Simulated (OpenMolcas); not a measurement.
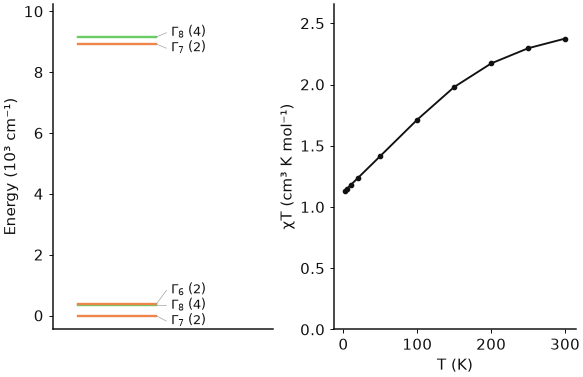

Levels of a 4f ion of charge +2 as a dopant in CaF₂, a cluster with its 8 nearest F⁻ at 2.433 Å (cube) embedded in model potentials and point charges; the geometry was set, not optimised. Labels give the representation in O, Td, D4 or D3 as the site allows (double group for half-integer spin) where it could be assigned and, in brackets, the degeneracy; spin-free states, where drawn, share the zero of the spin-orbit levels. Level of the calculation: state-averaged CASSCF, the open shell active, basis ANO-RCC-VDZP on all atoms, DKH2 scalar Hamiltonian, spin-orbit coupling by RASSI with atomic mean-field integrals (OpenMolcas). Powder susceptibility by Van Vleck's formula.

Q: Which ion is the dopant?

A: Tm²⁺ (4f¹³). The ground level is Γ₇, a Kramers doublet, 100 % from states of spin multiplicity 2. Its principal g values are 3.46, 3.46 and 3.46, isotropic. The next level lies at 342 cm⁻¹ (Γ₈). The lowest J multiplet spreads over 365 cm⁻¹. χT is 1.13 cm³ K mol⁻¹ at 2 K and 2.37 at 300 K, an effective moment of 4.36 μB. The active orbitals hold 100 % metal character (Löwdin), and the Mulliken charge of the metal is +1.72.

Caveat: the geometry is set by hand, with no relaxation and no charge compensation.
